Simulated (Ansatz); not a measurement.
**r2SCAN0/STO-3G run of SnO (tin(ii) oxide)**

What is the vertical singlet–triplet gap of SnO (tin(ii) oxide) at r2SCAN0/STO-3G? 

The calculation is run with Ansatz 0.2.0.

## (1) The molecule

SnO: 2 atoms, total charge 0, spin state singlet. SMILES: `[O]=[Sn]`. The shape is that of a PBE0-D4/def2-TZVP optimisation.

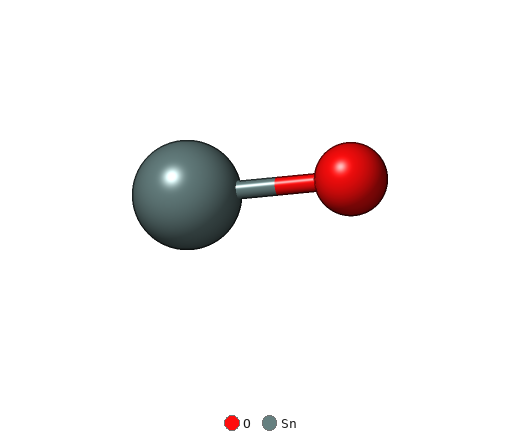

The structure, seen from a chosen angle (oxygen red, tin teal).

## (2) A single-point energy at r2SCAN0/STO-3G

The input, job.yaml:

```yaml
crystal:
  periodic: [false, false, false]
  atoms:
    - {symbol: O, position_ang: [-0.000000, 0.000000, -0.007080]}
    - {symbol: Sn, position_ang: [0.000000, -0.000000, 1.810660]}
basis:
  gaussian:
    orbitals: STO-3G
hamiltonian:
  xc: {name: r2SCAN0}
accuracy: high
```

Started as:

```sh
ansatz run job.yaml --threads 1 --pin off --max-ram 3480MiB --events-out events.jsonl --progress --plain --runs-dir runs
```

Log:

```text
Warning: RAYON_NUM_THREADS=1 ignored (pool sized by the plan → 1); use --threads N
Functional definition: r2SCAN0
  name "r2SCAN0"
  parameter a = 0.25
  parameter k0 = 0.174
  parameter k1 = 0.065
  parameter a1 = 4.9479
  exchange = (1 - a)*r2scan_x(k0 = k0, k1 = k1, a1 = a1) + a*exact_x
  correlation = r2scan_c
568 factors; integrals over basis functions are off by at most 5.0e-9 eV
mean field evaluation 1: about -164342.0042 eV, gradient 3.7e1 eV
mean field evaluation 2: about -164248.5550 eV, gradient 1.4e2 eV
mean field evaluation 4: about -164348.5987 eV, gradient 9.2e0 eV
mean field evaluation 8: about -164348.8700 eV, gradient 5.4e-1 eV
mean field evaluation 16: about -164348.8885 eV, gradient 4.3e-5 eV
mean field -164348.88850807 eV, -6039.7102529938 hartree, gradient 1.2e-8 eV, S^2 0.000000; 0 other end points of the search recorded, 0 dependent functions left out
reference -164348.88850829 eV, -6039.7102530019 hartree; 29, 29 occupied and 3, 3 virtual orbitals, 568 factors
Total energy: -164348.88850829 eV, -6039.7102530019 hartree
```

Run time: 2.8 s. Hardware: 1 thread of Arm Neoverse V2, shared host; peak memory 0.13 GiB.

## (3) The triplet, same level

The input, input.yaml:

```yaml
crystal:
  periodic: [false, false, false]
  atoms:
    - {symbol: O, position_ang: [-0.000000, 0.000000, -0.007080]}
    - {symbol: Sn, position_ang: [0.000000, -0.000000, 1.810660]}
basis:
  gaussian:
    orbitals: STO-3G
magnetization:
  spin_polarized: true
  initial_magnetization: 2
hamiltonian:
  xc: {name: r2SCAN0}
accuracy: high
```

Started as:

```sh
ansatz run input.yaml --threads 1 --pin off --max-ram 3480MiB --events-out events.jsonl --progress --plain --runs-dir runs
```

Log:

```text
Warning: RAYON_NUM_THREADS=1 ignored (pool sized by the plan → 1); use --threads N
Functional definition: r2SCAN0
  name "r2SCAN0"
  parameter a = 0.25
  parameter k0 = 0.174
  parameter k1 = 0.065
  parameter a1 = 4.9479
  exchange = (1 - a)*r2scan_x(k0 = k0, k1 = k1, a1 = a1) + a*exact_x
  correlation = r2scan_c
568 factors; integrals over basis functions are off by at most 5.0e-9 eV
mean field evaluation 1: about -164342.0389 eV, gradient 2.0e1 eV
mean field evaluation 2: about -164292.3062 eV, gradient 7.6e1 eV
mean field evaluation 4: about -164345.8047 eV, gradient 2.0e0 eV
mean field evaluation 8: about -164345.8748 eV, gradient 1.3e-1 eV
mean field evaluation 16: about -164345.8750 eV, gradient 6.3e-5 eV
mean field evaluation 32: about -164345.8735 eV, gradient 4.7e-1 eV
mean field evaluation 64: about -164346.2390 eV, gradient 7.7e-1 eV
mean field -164346.32771021 eV, -6039.6161454084 hartree, gradient 4.1e-9 eV, S^2 2.006273; 4 other end points of the search recorded, 0 dependent functions left out
reference -164346.32771064 eV, -6039.6161454242 hartree; 30, 28 occupied and 2, 4 virtual orbitals, 568 factors
Total energy: -164346.32771064 eV, -6039.6161454242 hartree
```

Run time: 22 s. Hardware: 1 thread of Arm Neoverse V2, shared host; peak memory 0.24 GiB.

## (4) What came out

Level: r2SCAN0/STO-3G.

```
                                        quantity           value
                           singlet: total energy  -6039.71025 Eh
                           triplet: total energy  -6039.61615 Eh
                                   triplet: ⟨S²⟩           2.006
vertical energy of the triplet above the singlet        2.561 eV
```

What this shows: At this shape the triplet lies 2.56 eV (247 kJ/mol) above the singlet. In a minimal basis such a difference can be off by several eV, whatever the method. Relativity is left out (singlet) although the molecule holds a heavy atom. Relativity is left out (triplet) although the molecule holds a heavy atom.
